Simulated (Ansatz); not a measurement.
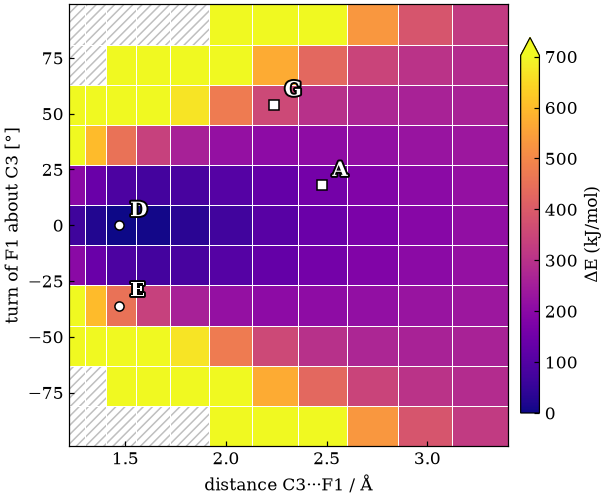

CFO₂, charge −1. The turn is about an axis along (−0.53, 0.85, 0.01) in the frame of the relaxed pair, normal to the line between the partners. First axis: distance C3···F1. Second axis: turn of F1 about C3. The grid has 11 × 11 points; 59 points were computed and 48 follow by symmetry. At 14 points there is no value (left out of the scan, as a rule where atoms come close). Points are written as (first, second). Energies are in kJ/mol, from the lowest grid point. Energies and slopes of some neighbouring points disagree (a jump in structure or state, or too coarse a mesh). The calculation used RKS B3LYP-D4/def2-TZVPD (Ansatz).

The picture shows one coloured cell a grid point, one colour for all values above the top of the scale, hatched blanks where no value was computed, lettered points.

> Is A the lowest point of the computed grid?

No. A lies 157 kJ/mol above the lowest grid point, which is at (1.471 Å, 0°).

> Rank the lettered points by energy, lowest first.

D (0 kJ/mol), A (157 kJ/mol), G (356 kJ/mol), E (454 kJ/mol).
